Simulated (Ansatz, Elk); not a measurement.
# SrGa3: X-ray structure factors from the self-consistent density

The structure of SrGa3 used here is made up (a known structure type with other elements) and was relaxed beforehand with PBEsol. The aim is the Fourier transform of its all-electron density, F(hkl), set beside the sum over free spherical atoms that refinements use.

Calculated with Elk 11.2.3 (patched build); DFT, PBE, all-electron APW+lo, Dirac cores, scalar-relativistic bands, static density, no spin.

The structure was built from a prototype and need not be the compound's stable phase.

**1. The structure**

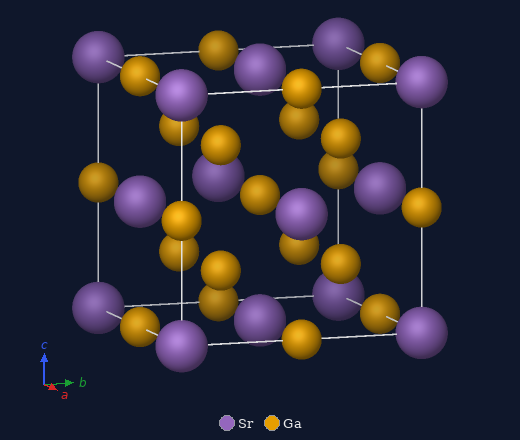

The cell as given, slightly off an axis (strontium purple, gallium orange). This picture shows the conventional cell, with its axes. Some periodic images of atoms are drawn too.

**2. Ground state and structure factors**

An all-electron density is needed, since X-rays see the cores too. Task 0 finds the density and task 195 Fourier-transforms it; tshift is off so that phases refer to the origin typed.

File elk.in:

```
tasks
  0
  195

xctype
  20

spinpol
  .false.

rgkmax
  7.0

gmaxvr
  14.0

lmaxo
  7

lmaxapw
  8

swidth
  0.002

tshift
  .false.

ramdisk
  .false.

hmaxvr
  5.5

maxscl
  120

epspot
  1e-06

sppath
  './'

avec
  0.00000000000 6.67555731200 6.67555731200
  6.67555731200 0.00000000000 6.67555731200
  6.67555731200 6.67555731200 -0.00000000000

atoms
  2
  'Sr.in'
  1
  0.0000000000 -0.0000000000 -0.0000000000   0.000000 0.000000 0.000000
  'Ga.in'
  3
  0.5000000000 0.5000000000 0.5000000000   0.000000 0.000000 0.000000
  0.7500000000 0.7500000000 0.7500000000   0.000000 0.000000 0.000000
  0.2500000000 0.2500000000 0.2500000000   0.000000 0.000000 0.000000

ngridk
  6 6 6
```

On the command line:

```
> OMP_NUM_THREADS=4 elk
```

Numbers of over 12 decimals in the logs are rounded to 6 here.

Log:

```text
┌─────────────────────────┐
│ Elk code version 11.2.3 │
└─────────────────────────┘

All units are atomic (Hartree, Bohr, etc.)

┌─────────────────────────────────────────────────┐
│ Ground-state run starting from atomic densities │
└─────────────────────────────────────────────────┘

Lattice vectors :
   0.000000000       6.675557312       6.675557312
   6.675557312       0.000000000       6.675557312
   6.675557312       6.675557312      -0.000000000

Reciprocal lattice vectors :
 -0.4706112923      0.4706112923      0.4706112923
  0.4706112923     -0.4706112923      0.4706112923
  0.4706112923      0.4706112923     -0.4706112923

Unit cell volume      :    594.9665945
Brillouin zone volume :   0.4169145222

Muffin-tin inner radius fraction :   0.1000000000E-01

Nuclei treated as point charges

Species : 1 (Sr)
 parameters loaded from : Sr.in
 name : strontium
 nuclear charge    :   -38.00000000
 electronic charge :    38.00000000
 atomic mass :    159721.4892
 muffin-tin radius :    2.600000000
 number of radial points in muffin-tin :   1193
 inner part over the whole radius :   0.9909106339E-02
 number on inner part of muffin-tin    :    847
 approximate nuclear radius :   0.8067967193E-04
 number of mesh points to nuclear radius :    415
 atomic positions (lattice), magnetic fields (Cartesian) :
  1 :   0.00000000  0.00000000  0.00000000    0.00000000  0.00000000  0.00000000

Species : 2 (Ga)
 parameters loaded from : Ga.in
 name : gallium
 nuclear charge    :   -31.00000000
 electronic charge :    31.00000000
 atomic mass :    127097.2539
 muffin-tin radius :    2.400000000
 number of radial points in muffin-tin :    993
 inner part over the whole radius :   0.9952882137E-02
 number on inner part of muffin-tin    :    702
 approximate nuclear radius :   0.7562051033E-04
 number of mesh points to nuclear radius :    339
 atomic positions (lattice), magnetic fields (Cartesian) :
  1 :   0.50000000  0.50000000  0.50000000    0.00000000  0.00000000  0.00000000
  2 :  -0.25000000 -0.25000000 -0.25000000    0.00000000  0.00000000  0.00000000
  3 :   0.25000000  0.25000000  0.25000000    0.00000000  0.00000000  0.00000000

Total number of atoms per unit cell :    4
Total muffin-tin volume :    247.3396840
 ratio of muffin-tin to unit cell volume :   0.4157202880

Spin treatment :
 spin-unpolarised

Number of Bravais lattice symmetries :   48
Number of crystal symmetries         :   48
Crystal has inversion symmetry
Real symmetric eigensolver will be used

k-point grid :      6     6     6
k-point offset :    0.000000000       0.000000000       0.000000000
k-point set is reduced with full crystal symmetry group
Total number of k-points :       16

Muffin-tin radius times maximum |G+k| :    7.000000000
 using average radius
Maximum |G+k| for APW functions       :    2.857142857
Maximum (1/2)|G+k|²                   :    4.081632653
Maximum |G| for potential and density :    14.00000000
Constant for pseudocharge density :    9
 order of it for each species :   16  16
 order of it for pair densities of each species (exact exchange by exxq0 0: 17) :   11   9
Radial integration step length :    1

G-vector grid sizes :     45    45    45
Number of G-vectors :    27581

Maximum angular momentum used for
 APW functions            :    8
 outer part of muffin-tin :    7
 inner part of muffin-tin :    2

Total nuclear charge    :   -131.0000000
Total core charge       :    82.00000000
Total valence charge    :    49.00000000
Total excess charge     :    0.000000000
Total electronic charge :    131.0000000

Effective Wigner radius, rₛ :    1.027332181

Number of empty states         :     16
Total number of valence states :     41
Total number of core states    :     82

Third-order local-orbitals added for an l without core states : T
Total number of local-orbitals :     65

Exchange-correlation functional :     20     0     0
 Perdew-Burke-Ernzerhof, Phys. Rev. Lett. 77, 3865 (1996)
 gradient requirement :    1
[...]
xc potential                :     -436.76443863186
 exchange                    :     -325.73057830626
 correlation                 :     -6.422700
 electron entropic           :    -0.10126312793981E-02
 total energy                :     -9013.0514587465

Density of states at Fermi energy :    76.05067226
 (states/Hartree/unit cell)

Estimated indirect band gap :   0.5198184982E-02
 from k-point 7 to k-point 8
Estimated direct band gap   :   0.5423386391E-02
 at k-point 8

Charges :
 core                        :    82.00000000
 valence                     :    49.00000000
 interstitial                :    6.308122631
 muffin-tins (core leakage)
  species : 1 (Sr)
   atom 1                    :    36.17177240     (  0.2908740048E-04)
  species : 2 (Ga)
   atom 1                    :    29.42593221     (  0.7687452043E-03)
[...]
total in muffin-tins        :    124.6918774
 total calculated charge     :    130.9975608
 total charge                :    131.0000000
 error                       :   0.2439152379E-02

RMS change in Kohn-Sham potential (target) :   0.1396408875     (  0.1000000000E-05)
Absolute change in total energy (target)   :   0.1989535045     (  0.1000000000E-03)

[... loops 3 to 13 left out ...]

┌──────────────────┐
│ Loop number : 14 │
└──────────────────┘

Energies :
 Fermi                       :     0.226297
 sum of occupied eigenvalues :     -5218.3220786770
 electron kinetic            :      9223.3030487667
 core electron kinetic       :      8773.2280325674
 Coulomb                     :     -17903.194554825
 Coulomb potential           :     -14009.237258180
 nuclear-nuclear             :     -1174.5064183418
 electron-nuclear            :     -19473.964282929
 Hartree                     :      2745.2761464460
 Madelung                    :     -10898.575925735
 xc potential                :     -432.38786926360
 exchange                    :     -325.91188695335
 correlation                 :     -6.421624
 electron entropic           :    -0.84291824256266E-03
 total energy                :     -9012.2258602720

Density of states at Fermi energy :    60.80585855
 (states/Hartree/unit cell)

Estimated indirect band gap :   0.5811736604E-02
 from k-point 8 to k-point 6
Estimated direct band gap   :   0.8575413075E-02
 at k-point 8

Charges :
 core                        :    82.00000000
 valence                     :    49.00000000
 interstitial                :    6.183034934
 muffin-tins (core leakage)
  species : 1 (Sr)
[...]
species : 2 (Ga)
[...]
total in muffin-tins        :    124.8169651
 total calculated charge     :    130.9976479
 total charge                :    131.0000000
 error                       :   0.2352057326E-02

RMS change in Kohn-Sham potential (target) :   0.7454412972E-07 (  0.1000000000E-05)
Absolute change in total energy (target)   :   0.6637821934E-04 (  0.1000000000E-03)

Convergence targets achieved

┌──────────────────┐
│ Loop number : 15 │
└──────────────────┘

Energies :
 Fermi                       :     0.226297
 sum of occupied eigenvalues :     -5218.3220860303
 electron kinetic            :      9223.3030439684
 core electron kinetic       :      8773.2280287258
 Coulomb                     :     -17903.194554232
 Coulomb potential           :     -14009.237256925
 nuclear-nuclear             :     -1174.5064183418
 electron-nuclear            :     -19473.964283864
 Hartree                     :      2745.2761479746
 Madelung                    :     -10898.575925769
 xc potential                :     -432.38787307319
 exchange                    :     -325.91188702084
 correlation                 :     -6.421624
 electron entropic           :    -0.84291810118027E-03
 total energy                :     -9012.2258645411

Density of states at Fermi energy :    60.80585168
 (states/Hartree/unit cell)

Estimated indirect band gap :   0.5811733055E-02
 from k-point 8 to k-point 6
Estimated direct band gap   :   0.8575417055E-02
 at k-point 8

Charges :
 core                        :    82.00000000
 valence                     :    49.00000000
 interstitial                :    6.183034637
 muffin-tins (core leakage)
  species : 1 (Sr)
[...]
species : 2 (Ga)
   atom 1                    :    29.51470345     (  0.7384855616E-03)
   atom 2                    :    29.59830158     (  0.7466512649E-03)
   atom 3                    :    29.59830158     (  0.7466512649E-03)
 total in muffin-tins        :    124.8169654
 total calculated charge     :    130.9976479
 total charge                :    131.0000000
 error                       :   0.2352056996E-02

┌──────────────────────────────┐
│ Self-consistent loop stopped │
└──────────────────────────────┘

Warning : core states of species 2 leak from the muffin-tin :   0.7466512649E-03

Wrote STATE.OUT
```

Elapsed: 20 s, on 4 threads of Arm Neoverse V1, shared host; peak memory 0.16 GiB.

SFACRHO.OUT:

```text

h k l indices transformed by vhmat matrix:
   1.000000000       0.000000000       0.000000000    
   0.000000000       1.000000000       0.000000000    
   0.000000000       0.000000000       1.000000000    

      h      k      l  multipl.   |H|            Re(F)            Im(F)           |F|

      0      0      0      1   0.0000000       131.00000      0.22080809E-16   131.00000    
      1      1      1      8  0.81512267       5.6293796      0.57797741E-13   5.6293796    
      0     -1     -1      6  0.94122258       5.4444376      0.29625056E-13   5.4444376    
      1      2      1     12   1.3310897       104.46052     -0.55935647E-13   104.46052    
      0     -1     -2     24   1.5608411       4.9709852     -0.49540921E-13   4.9709852    
     -2      0      0      8   1.6302453       4.9079565      0.26262675E-13   4.9079565    
      2      2      0      6   1.8824452       92.238992     -0.49734241E-13   92.238992    
     -3     -1     -1     24   2.0513471       4.4440584     -0.49540921E-13   4.4440584    
     -1      1      2     24   2.1046377       4.4340404     -0.23806467E-13   4.4340404    
      2      3      3     24   2.3055151       83.754468     -0.90275835E-13   83.754468    
      3      1      3     24   2.4453680       4.2694907      0.16513640E-13   4.2694907    
      0      0      3      8   2.4453680       4.2696936      0.41284101E-13   4.2696936    
      0     -2      2     12   2.6621795       77.092901     -0.14106716E-13   77.092901    
     -4     -1     -2     48   2.7841740       4.2948399     -0.78439791E-13   4.2948399    
     -1      3      0     24   2.8236678       4.3339046     -0.43604820E-14   4.3339046    
      3      3      0      6   2.8236678       4.3233037     -0.74912060E-13   4.3233037    
     -4     -1     -3     24   2.9764072       71.613633      0.76216343E-13   71.613633    
      4      1      0     24   3.0860046       4.4044746      0.68118766E-13   4.4044746
```

Elk indexes on the primitive cell of elk.in and gives |H| = 4π sin θ/λ in inverse bohr. Below, one row stands for each form hkl of the conventional cell (m members, Friedel mates merged), F is for one primitive cell and the density is static (no thermal factor). Free-atom factors are Waasmaier and Kirfel's, and R is Σm||F|−|F'||/Σm|F|.

```
hkl   m  sin θ/λ (Å⁻¹)  abs F, DFT  neutral atoms   diff.
111   8          0.123       5.629          5.565  +0.064
200   6          0.141       5.444          5.443  +0.001
220  12          0.200     104.460        104.764  -0.304
311  24          0.235       4.971          4.803  +0.168
222   8          0.245       4.908          4.722  +0.186
400   6          0.283      92.239         92.725  -0.486
331  24          0.308       4.444          4.341  +0.103
420  24          0.317       4.434          4.311  +0.123
422  24          0.347      83.754         84.046  -0.292
511  24          0.368       4.269          4.223  +0.046
333   8          0.368       4.270          4.223  +0.046
440  12          0.400      77.093         77.268  -0.175
531  48          0.419       4.295          4.278  +0.016
442  24          0.425       4.334          4.291  +0.043
600   6          0.425       4.323          4.291  +0.032
620  24          0.448      71.614         71.758  -0.144
533  24          0.464       4.404          4.394  +0.010
622  24          0.469       4.422          4.410  +0.012
```

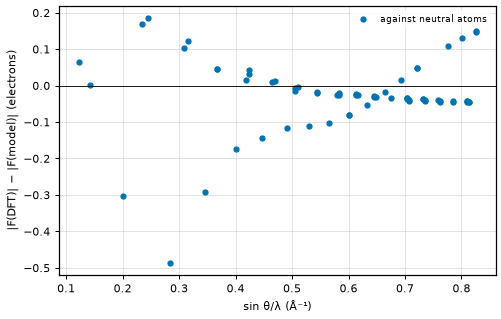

Difference between the calculated structure factors and the independent-atom ones.

**3. The highest occupied states alone**

An energy window below the Fermi level keeps the highest occupied states, to see at which angles they scatter; shallow core shells can lie inside it and anion s states outside. No new self-consistency is needed.

Changes to elk.in since step 2:

```diff
@@ -1,3 +1,2 @@
 tasks
-  0
   195
@@ -40,2 +39,5 @@
 
+wsfac
+  -0.141200 0.526300
+
 sppath
```

On the command line:

```
> OMP_NUM_THREADS=4 elk
```

Log:

```text
┌─────────────────────────────────┐
│ Elk code version 11.2.3 started │
└─────────────────────────────────┘

Info(readinput): the functional depends on the density's gradient
 muffin-tin radial points multiplied by    2.00000
 (not where nrmtscf is given)

┌────────────────────┐
│ Current task : 195 │
└────────────────────┘

Info(sfacrho): density structure factors written to SFACRHO.OUT

 Energy window :  -0.1412000000      0.5263000000

┌──────────────────┐
│ Elk code stopped │
└──────────────────┘
```

Run time: 9 s. Hardware: 4 threads; peak memory 0.16 GiB.

States within 10 eV below the Fermi level hold 11.00 electrons; any levels below the window count with the cores. Their amplitudes can exceed the total, where window and core parts have opposite phase:

```
hkl  sin θ/λ (Å⁻¹)  abs F, window  abs F, all
111          0.123          1.029       5.629
200          0.141          0.873       5.444
220          0.200          0.756     104.460
311          0.235          0.096       4.971
222          0.245          0.133       4.908
400          0.283          0.164      92.239
331          0.308          0.137       4.444
420          0.317          0.153       4.434
422          0.347          0.153      83.754
511          0.368          0.073       4.269
```

(Part 1 of 2 ends here.)

[Logs are printed without paths, hosts, clocks, repeated set-up lines and the standing remarks that a program may print on its own settings, such as how far it seeks lower states.]

[Hosts, paths, dates, database ids (printed as entryN), source tags and the programs' standing remarks are cut or masked in the printed files.]
